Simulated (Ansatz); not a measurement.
# (InP)1(CdS)3 [001] superlattice, started as zinc blende: from the cell to its phonons

Aim: the phonons of (InP)1(CdS)3 [001] superlattice, started as zinc blende at a cell relaxed beforehand at this level.

Program: Ansatz 0.2.0. Level of theory: DFT PBE, scalar-relativistic, plane waves, PAW. Results are calculated unless marked as measured.

The structure was built from a prototype and need not be the compound's stable phase.

In doubt: the program warns that the response may not be converged on this k-mesh, which bears on the force constants and all frequencies.

### 1. Starting point

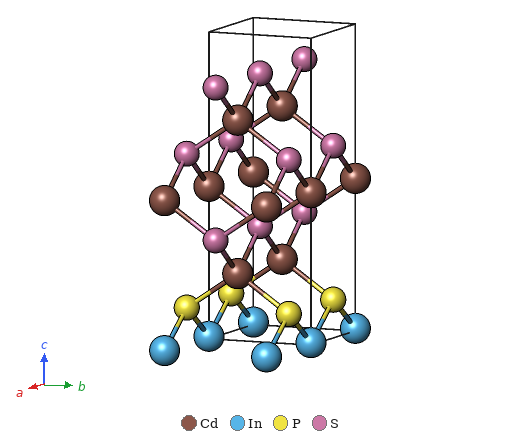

The starting structure, seen slightly off an axis (cadmium brown, indium blue, phosphorus yellow, sulfur pink). 2×1×1 cells are drawn. Some periodic images of atoms are drawn too.

### 2. Linear response at the zone centre

The cell comes from relaxations at this level that are not shown. The zone centre is the only wavevector solved here; it holds the modes that light can see, as far as symmetry allows. The response to a homogeneous field gives the Born charges and the dielectric tensor.

The input, input.yaml:

```yaml
crystal:
  lattice:
    - [2.9711384137, 2.9711384137, 0.0]
    - [-2.9969095241, 2.9969095241, 0.0]
    - [0.0, 0.0, 11.7937898918]
  atoms:
    - { symbol: Cd, position: [0.5, 0.5, 0.246013686] }
    - { symbol: Cd, position: [0.0, 0.0, 0.4967388033] }
    - { symbol: Cd, position: [0.5, 0.5, 0.7458332664] }
    - { symbol: In, position: [0.0, 0.0, 0.0080539842] }
    - { symbol: P, position: [0.5, 1.0, 0.1248124066] }
    - { symbol: S, position: [0.0, 0.5, 0.3771587797] }
    - { symbol: S, position: [0.5, 1.0, 0.6262926197] }
    - { symbol: S, position: [0.0, 0.5, 0.8750964542] }
kpoints:
  mp_grid: { grid: [8, 8, 4] }
hamiltonian:
  xc: pbe
scf:
  occupations: { method: fixed }
output:
  eigenvalues: true
phonons:
  method: dfpt
  dielectric: true
  rigid_motions: translations
```

Run with:

```console
> ansatz run input.yaml --threads 4 --pin off --max-ram 14336MiB --backend cpu --events-out ev --progress --plain --runs-dir out
```

Numbers of over 12 decimals in the logs are rounded to 6 here.

Log:

```text
Engine: ansatz 0.2.0, aarch64-unknown-linux-gnu
Pseudopotentials: kind: paw
Pseudopotential: Cd, paw, valence charge 20, recommended cutoff 420 eV (normal), Cd.paw.azcp
Pseudopotential: In, paw, valence charge 13, recommended cutoff 420 eV (normal), In.paw.azcp
Pseudopotential: P, paw, valence charge 5, recommended cutoff 420 eV (normal), P.paw.azcp
Pseudopotential: S, paw, valence charge 6, recommended cutoff 420 eV (normal), S.paw.azcp
Functional definition: PBE
  parameter kappa = 0.804
  parameter beta = 0.066725
  exchange = pbe_x(kappa = kappa, mu = beta*pi^2/3)
  correlation = pbe_c(beta = beta)
Crystal: 8 atoms, lattice volume = 210.029 Å³
Basis set: ecut = 420 eV, 4043 PW (Γ), exchange–correlation on 60×60×160 points (8 copies of the dense FFT grid, shifted against one another)
Bands: 58, of which v1, the nominal top of the filled ones, is band 48 counted from 1 (47 counted from 0)
Symmetry: 4 space group operations
k-points: 132 of 256 (irreducible under 1 space group operation, time reversal used)
Non-local potential: Cd, projectors of the file, l = 0: 3, l = 1: 2, l = 2: 2, l = 3: 1
Non-local potential: In, projectors of the file, l = 0: 2, l = 1: 2, l = 2: 2, l = 3: 2
Non-local potential: P, projectors of the file, l = 0: 2, l = 1: 2, l = 2: 2
Non-local potential: S, projectors of the file, l = 0: 2, l = 1: 2, l = 2: 2
PAW form: soft (Blöchl's): semilocal exchange-correlation on the pseudo side does not see the compensation charge
PAW one-centre angular grid: Cd, 590 points (default); XC on 64 Gauss nodes
PAW one-centre angular grid: In, 590 points (default); XC on 64 Gauss nodes
PAW one-centre angular grid: P, 110 points (default); XC on 64 Gauss nodes
PAW one-centre angular grid: S, 110 points (default); XC on 64 Gauss nodes
Initial density: superposition of atomic densities (neutral atoms: chi_scale 0, normalization atom), corrected by the library's trained network
Initial wavefunctions: pseudopotential atomic-orbital guess
Functional: x = pbe(κ = 0.804, μ = 0.219515), c = pbe(β = 0.066725)
SCF iter   1: F=—  HF=-33827.234655 eV  |F-HF|=—  |Δ(HF+E_count)|=         —  Δρ=9.72e-4  dr2=6.88e-3  ethr=1.77e-3  ⟨swp⟩=5.6  Hψ=24448  notcnv=0  defer=1025
preconditioner: auto → Resta (q_TF=auto, 2.395 Å⁻¹)  ε∞=4.5  [insulator: Δε(μ)=0.280 eV  Ē_g=11.666 eV  n_scr=56 (ndim 8)  ℏωp=21.7 eV  f_vac=0.113  ε∞_Penn≈4.5]
SCF iter   2: F=—  HF=-33827.233229 eV  |F-HF|=—  |Δ(HF+E_count)|=   1.43e-3  Δρ=4.55e-4  dr2=6.21e-4  ethr=7.17e-6  ⟨swp⟩=3.0  Hψ=15461  notcnv=0  defer=1056
SCF iter   3: F=—  HF=-33827.233288 eV  |F-HF|=—  |Δ(HF+E_count)|=   5.86e-5  Δρ=1.85e-4  dr2=9.83e-5  ethr=6.47e-7  ⟨swp⟩=2.0  Hψ=8898  notcnv=0  defer=1047
SCF iter   4: F=—  HF=-33827.233335 eV  |F-HF|=—  |Δ(HF+E_count)|=   4.70e-5  Δρ=5.24e-5  dr2=9.82e-6  ethr=1.02e-7  ⟨swp⟩=2.0  Hψ=10881  notcnv=0  defer=1016
SCF iter   5: F=—  HF=-33827.233334 eV  |F-HF|=—  |Δ(HF+E_count)|=   1.17e-6  Δρ=1.97e-5  dr2=1.08e-6  ethr=1.02e-8  ⟨swp⟩=2.0  Hψ=11921  notcnv=0  defer=964
SCF iter   6: F=—  HF=-33827.233278 eV  |F-HF|=—  |Δ(HF+E_count)|=   5.53e-5  Δρ=6.66e-6  dr2=1.34e-7  ethr=1.13e-9  ⟨swp⟩=2.3  Hψ=11655  notcnv=0  defer=935
SCF iter   7: F=—  HF=-33827.233278 eV  |F-HF|=—  |Δ(HF+E_count)|=   1.45e-7  Δρ=2.03e-6  dr2=1.13e-8  ethr=1.40e-10  ⟨swp⟩=2.6  Hψ=11478  notcnv=0  defer=935
SCF iter   8: F=—  HF=-33827.233278 eV  |F-HF|=—  |Δ(HF+E_count)|=   1.41e-8  Δρ=8.69e-7  dr2=2.10e-9  ethr=1.17e-11  ⟨swp⟩=2.8  Hψ=13428  notcnv=0  defer=933
SCF iter   9: F=—  HF=-33827.233278 eV  |F-HF|=—  |Δ(HF+E_count)|=   1.11e-9  Δρ=3.08e-7  dr2=2.32e-10  ethr=2.19e-12  ⟨swp⟩=2.0  Hψ=13102  notcnv=0  defer=933
SCF iter  10: F=-33827.233278 eV  HF=-33827.233278 eV  |F-HF|=0.00e0  |Δ(HF+E_count)|=  1.75e-10  Δρ=9.73e-8  dr2=2.35e-11  ethr=1.00e-12  ⟨swp⟩=16.9  Hψ=49177  notcnv=0
SCF 1 converged in 10 iterations: F = -33827.233278 eV  dr2 = 2.35e-11
  greatest PAW one-centre occupation: 1.000 electrons in one spin orbital (limit 2), on the Cd atom at site 0 (counted from 0), in its partial waves of l = 0
DFPT response loops at Γ: preconditioner auto → Resta (q_TF=auto, 2.395 Å⁻¹)  ε∞=14.6 (no band partly filled); β = 1.00, the filter's whole step (`scf.mixing.beta` (0.50) is not read by the response loops at its default; to damp them type it under 1.00, their step now; it binds the ground state too); Broyden in place of MSR1
── the response to a field inside a basis, on 18×18×8 k-points: an SCF that follows is theirs, and a resumed run solves both again ──
Bands: 49, of which v1, the nominal top of the filled ones, is band 48 counted from 1 (47 counted from 0)
k-points: 324
Initial density: handed on by an earlier stage of this run
Initial wavefunctions: pseudopotential atomic-orbital guess (no wavefunctions were taken with the density)
Eigensolver: Dense (324 Hₖ)
SCF iter   1: F=—  HF=-33826.961460 eV  |F-HF|=—  |Δ(HF+E_count)|=         —  Δρ=4.67e-4  dr2=1.70e-4  ethr=1.00e-1
preconditioner: auto → Resta (q_TF=auto, 2.395 Å⁻¹)  ε∞=6.1  [insulator: Δε(μ)=0.327 eV  Ē_g=9.594 eV  n_scr=56 (ndim 8)  ℏωp=21.7 eV  f_vac=0.111  ε∞_Penn≈6.1]
SCF iter   2: F=—  HF=-33826.961516 eV  |F-HF|=—  |Δ(HF+E_count)|=   5.60e-5  Δρ=2.30e-4  dr2=4.02e-5  ethr=1.78e-7
SCF iter   3: F=—  HF=-33826.961553 eV  |F-HF|=—  |Δ(HF+E_count)|=   3.73e-5  Δρ=5.73e-5  dr2=5.67e-6  ethr=4.18e-8
SCF iter   4: F=—  HF=-33826.961556 eV  |F-HF|=—  |Δ(HF+E_count)|=   2.91e-6  Δρ=1.24e-5  dr2=5.66e-7  ethr=5.90e-9
SCF iter   5: F=-33826.961557 eV  HF=-33826.961557 eV  |F-HF|=1.05e-7  |Δ(HF+E_count)|=   4.73e-7  Δρ=4.88e-6  dr2=7.48e-8  ethr=5.90e-10
SCF 1 converged in 5 iterations: F = -33826.961557 eV  dr2 = 7.48e-8
DFPT response loops at Γ: preconditioner auto → Resta (q_TF=auto, 2.395 Å⁻¹)  ε∞=13.5 (no band partly filled); β = 1.00, the filter's whole step (`scf.mixing.beta` (0.50) is not read by the response loops at its default; to damp them type it under 1.00, their step now; it binds the ground state too); Broyden in place of MSR1
WARN: field response: ε∞ stands inside a basis, on 18×18×8 points; the force constants stand on the 8×8×4 k-mesh, whose period is 8.37 times the interband length at k = (0.0000, 0.0000, 0.0000), direct gap 0.382 eV, under 14: take them and everything formed from them as unconverged, and compare with a denser kpoints.mp_grid
SCF converged after 10 iterations
Free energy (F): -33827.233278 eV
Harris-Foulkes:  -33827.233278 eV  (|F-HF|=0.00e0)
Internal energy: -33827.233278 eV  (E = F + TS)
E sigma→0 (E₀):  -33827.233278 eV
Fermi energy:    6.781459 eV
--- Per-component energies (eV) ---
  E_band       = -1632.146724
  E_kinetic    = 2144.014021
  E_local      = -14167.457855  (includes V_loc(G=0)·N_el)
  E_nonlocal   = 587.607301
  E_hartree    = 6417.810213
  E_xc         = -1096.125110
  E_vxc        = -1084.228608  (∫ρ·V_xc dr)
  E_paw        = -18776.132710  (= ΣΔE_a)
  E_vpaw       = -1947.702374  (= ΣTr[D̂ρ^β])
  E_aug_tail   = 0.000074  (compensation charges beyond the density's cutoff)
  E_ewald      = -8936.949213
  E_smearing   = -0.000000  (= −TS)
  E_closure    = 0.000000  (closes the sum)
  Σ components = -33827.233278   (vs F -33827.233278, Δ=0.00e0)
--- Band table (eV; the first three rows and the last of 132) ---
  k-point 0: bands = [... 44 lower, 5.4266, 6.1824, 6.2456, 6.6827, 7.0643, 9.1112, 9.1394, 9.7595, ... 6 higher]
  k-point 1: bands = [... 44 lower, 5.5385, 5.7428, 6.1771, 6.6507, 7.5165, 8.8744, 9.1365, 9.7438, ... 6 higher]
  k-point 2: bands = [... 44 lower, 5.5723, 5.7135, 6.0746, 6.6164, 8.0835, 8.4004, 9.1560, 9.7477, ... 6 higher]
  k-point 131: bands = [... 44 lower, 4.2596, 4.3364, 4.8523, 4.8822, 9.3768, 9.6684, 10.1918, 10.2790, ... 6 higher]
--- Phonons (Γ-DFPT): 16 representative perturbations + reference, on 132 of 256 k-points (Σ response iterations 58) ---
  k mesh reduced under 1 symmetry operation, with k and −k counted as one. Each operation leaves every solved perturbation unchanged. A smaller set is not considered because the run solves the response to a homogeneous field
  ASR residual: 1.523e-4 → 0.000e0 eV/Å²; symmetrization residual: 2.382e-5 eV/Å²
  ASR residual per site (eV/Å²): 2.27e-5 3.11e-5 3.72e-5 1.35e-5 4.65e-5 1.52e-4 1.38e-5 8.38e-5
  Γ frequencies (cm⁻¹): 0.00 0.00 0.00 46.89 46.91 48.97 51.14 55.64 59.28 96.80 100.27 143.23 201.17 203.08 220.46 221.01 234.64 245.23 262.78 268.81 274.94 282.55 298.69 335.01
  ε∞ (high-frequency dielectric tensor):
        8.083234    -0.274949     0.000000
       -0.274949     8.083234     0.000000
        0.000000     0.000000     7.342635
  ε⁰ (static dielectric tensor: ions relaxed, cell fixed):
       12.591854    -0.645451     0.000000
       -0.645451    12.591854     0.000000
        0.000000     0.000000    11.521542
  ε⁰ − ε∞ (ionic part):
        4.508619    -0.370502     0.000000
       -0.370502     4.508619     0.000000
        0.000000     0.000000     4.178907
  softest optical mode at Γ: 46.89 cm⁻¹; the repairs (sum rule, projections) moved no ω² at Γ by more than (2.51 cm⁻¹)²
  Born effective charges Z* (e; rows j = field, columns β = displacement):
    site 0:
         2.11310   -0.13044    0.00000
        -0.13044    2.11310    0.00000
         0.00000    0.00000    2.03369
    site 1:
         2.25789   -0.08642    0.00000
        -0.08642    2.25789    0.00000
         0.00000    0.00000    2.51658
    site 2:
         2.22399   -0.05007    0.00000
        -0.05007    2.22399    0.00000
         0.00000    0.00000    2.53676
    site 3:
         2.83389    0.05057    0.00000
         0.05057    2.83389    0.00000
         0.00000    0.00000    2.07531
    site 4:
        -2.16588   -0.22527   -0.00000
        -0.22527   -2.16588   -0.00000
        -0.00000   -0.00000   -1.66783
    site 5:
        -2.39144    0.10279   -0.00000
         0.10279   -2.39144   -0.00000
        -0.00000   -0.00000   -2.46297
    site 6:
        -2.29059    0.06156   -0.00000
         0.06156   -2.29059   -0.00000
        -0.00000    0.00000   -2.54447
    site 7:
        -2.58097    0.27727   -0.00000
         0.27727   -2.58097   -0.00000
        -0.00000   -0.00000   -2.48707
  Z* charge neutrality: 4.778e-2 e pre-enforcement
  solved inside a basis spanned on kpoints, on 18×18×8 k-points transformed towards the longest dipole: ε∞ is read to err by 4.0e-2, Z* by 3.1e-2 e (field_mesh: kpoints solves on kpoints); Z* is corrected for what the basis lacks
  optical modes at Γ without the LO–TO term, one row a degenerate level:
      ω (cm⁻¹)  modes    IR ((D/Å)²/amu)
         46.89      1             0.0393
         46.91      1             0.0000
         48.97      1             0.0081
         51.14      1             0.0009
         55.64      1             0.0062
         59.28      1             0.0000
         96.80      1             0.0052
[...]
optical modes at Γ + LO–TO along q̂ = [1.0000, 0.0000, 0.0000]:
      ω (cm⁻¹)  modes    IR ((D/Å)²/amu)
[...]
optical modes at Γ + LO–TO along q̂ = [0.0000, 1.0000, 0.0000]:
      ω (cm⁻¹)  modes    IR ((D/Å)²/amu)
[...]
optical modes at Γ + LO–TO along q̂ = [0.0000, 0.0000, 1.0000]:
      ω (cm⁻¹)  modes    IR ((D/Å)²/amu)
[...]
201.17      1            13.2959
        203.08      1            13.5098
        220.46      1             0.7465
        234.64      1             0.9350
        245.23      1             6.7620
        262.78      1             0.0924
        268.63      1             1.1939
        270.52      1            11.4232
        275.87      1             2.8364
        282.55      1             1.5105
        302.88      1             4.3437
        335.01      1             4.8530
```

Elapsed: 17 min, on 4 threads of Arm Neoverse V2, shared host; peak memory 6 GiB; 67 min of CPU time.

Reading the cycles: dr2 is the Hartree energy of the density residual (eV), the measure of convergence; HF is the Harris–Foulkes estimate of the energy, which meets the free energy F at convergence.

Numbers from this step:

```yaml
gap_on_the_k_mesh: 0.2829 eV
volume_per_atom: 26.25 Å³
sum_rule_residual_before_enforcement: 1.52e-4 eV/Å²
miss_of_the_charge_sum_rule: 0.04778 e
estimated_error_of_the_dielectric_tensor: 0.03984
estimated_error_of_the_born_charges: 0.03060 e
point_group: mm2
highest_optical_mode_at_the_zone_centre_no_lo_to_term: 335.0 cm⁻¹
lowest_optical_zone_centre_mode: 46.89 cm⁻¹
mean_high_frequency_dielectric_constant: 7.836
largest_born_charge_third_of_the_trace: 2.581 e
mean_static_dielectric_constant: 12.24
top_of_the_zone_centre_spectrum_with_the_field: 341.8 cm⁻¹
```

Without the LO-TO term. Patterns of degenerate modes are one choice out of their space. The modes at Γ (shares of kinetic energy by element, %):

```
mode  frequency (cm⁻¹)      symmetry  Cd %  In %  P %  S %
   1               0.0      acoustic    58    20    5   17
   2               0.0      acoustic    58    20    5   17
   3               0.0      acoustic    58    20    5   17
   4              46.9  not assigned    67    19    5   10
   5              46.9  not assigned    76    11    2   10
   6              49.0            B1    88     0    0   12
   7              51.1            B2    54    33    3   10
   8              55.6            B2    73    16    3    9
   9              59.3            B1    36    51   10    3
  10              96.8            A1    67    20    6    7
  11             100.3            A1    70    16    0   14
  12             143.2            A1    74    24    1    1
  13             201.2            B1    18     1    0   81
  14             203.1            B2     4    12    2   82
  15             220.5            B1    12     0    0   87
  16             221.0            A1    16     5    2   76
  17             234.6            B1    11     0    0   89
  18             245.2            B2    17     0    0   83
  19             262.8            B2    13     0    3   84
  20             268.8            A1     5     0    0   94
  21             274.9            A1     7     3    8   82
  22             282.6            B2    14     0   79    6
  23             298.7            A1     2    12   77    9
  24             335.0            B1     0    17   82    1
```

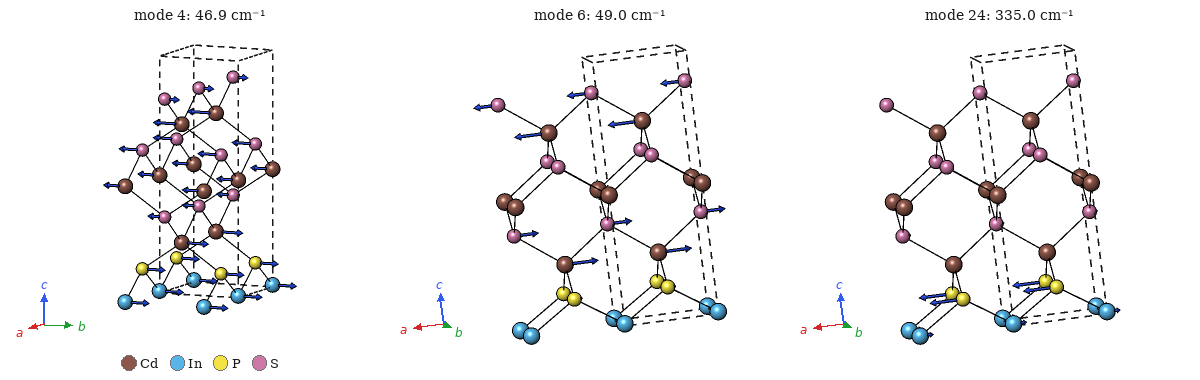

Displacement patterns of modes 4, 6 and 24 at Γ; arrows are exaggerated. 2×1×1 cells are drawn. Some periodic images of atoms are drawn too.

Optical modes at the zone centre, without and with the macroscopic field of the longitudinal modes; each column is sorted by frequency, so a row need not hold one and the same mode. Modes with and without the field, by row:

```
rank among optical modes  no field (cm⁻¹)  q along (1, 0, 0) (cm⁻¹)  q along (0, 0, 1) (cm⁻¹)
                       1             46.9                      46.9                      46.9
                       2             46.9                      47.1                      46.9
                       3               49                        49                        49
                       4             51.1                      51.1                      51.1
                       5             55.6                      55.7                      55.6
                       6             59.3                      59.3                      59.3
                       7             96.8                      96.8                      96.8
                       8            100.3                     100.3                     100.5
                       9            143.2                     143.2                     143.9
                      10            201.2                     202.1                     201.2
                      11            203.1                     219.2                     203.1
                      12            220.5                       221                     220.5
                      13              221                       227                     234.6
                      14            234.6                     236.1                     245.2
                      15            245.2                     261.1                     262.8
                      16            262.8                     264.1                     268.6
                      17            268.8                     268.8                     270.5
                      18            274.9                     274.9                     275.9
                      19            282.6                     286.2                     282.6
                      20            298.7                     298.7                     302.9
                      21              335                     341.8                       335
```

Born charge (rows field, columns displacement) (e), principal values of the symmetric part by kind of site:

```
atom  atoms with these values    low  middle   high   mean
 Cd1                        1   1.98    2.03   2.24   2.09
 Cd2                        1   2.17    2.34   2.52   2.34
 Cd3                        1   2.17    2.27   2.54   2.33
 In4                        1   2.08    2.78   2.88   2.58
  P5                        1  -2.39   -1.94  -1.67  -2.00
  S6                        1  -2.49   -2.46  -2.29  -2.42
  S7                        1  -2.54   -2.35  -2.23  -2.38
  S8                        1  -2.86   -2.49  -2.30  -2.55
```

In full for S8:

```
-2.58  0.28  0.00
 0.28 -2.58  0.00
 0.00  0.00 -2.49
```

High-frequency dielectric tensor:

```
 8.08 -0.27  0.00
-0.27  8.08  0.00
 0.00  0.00  7.34
```

Static dielectric tensor (ions relaxed, fixed cell):

```
12.59 -0.65  0.00
-0.65 12.59  0.00
 0.00  0.00 11.52
```

(Part 1 of 2 ends here.)

[Logs are printed without paths, hosts, clocks, repeated set-up lines and the standing remarks that a program may print on its own settings, such as how far it seeks lower states.]

[Hosts, paths, dates, database ids (printed as entryN), source tags and the programs' standing remarks are cut or masked in the printed files.]
